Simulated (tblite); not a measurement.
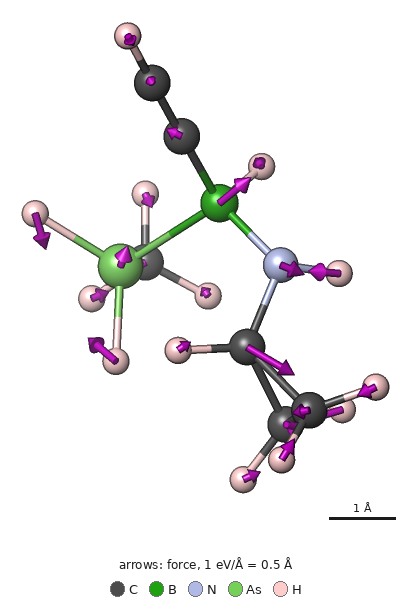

Starting geometry of C$_{6}$H$_{13}$AsBN with the computed forces as purple arrows. A ball-and-stick model, seen from a free direction.

Computed with GFN2-xTB geometry optimisation, gas phase (tblite). 

Is this structure relaxed? If not, where do the atoms go?

Answer. It isn't relaxed: the largest force vector, on a C atom, is 1.72 eV/Å. The final displacements have little in common with the starting forces (cosine between the two patterns 0.26). The atom that moves furthest after the best rigid fit is an H atom (1.98 Å). By element the largest moves are H 1.98 Å, B 1.46 Å, As 1.15 Å, C 1.13 Å, N 0.75 Å. Among the contacts that change: As–B 2.025 → 4.387 Å, As–C 2.947 → 3.612 Å, B–N 1.506 → 1.384 Å, As–H 1.557 → 1.498 Å. Bonds break: As–B (2.03 → 4.39 Å). Bond angles that change, for instance: H–As–H 113.0° → 88.6°, C–As–H 112.0° → 94.3°, N–B–H 106.7° → 119.5°. The energy falls by 223.5 kJ/mol in 235 geometry steps.
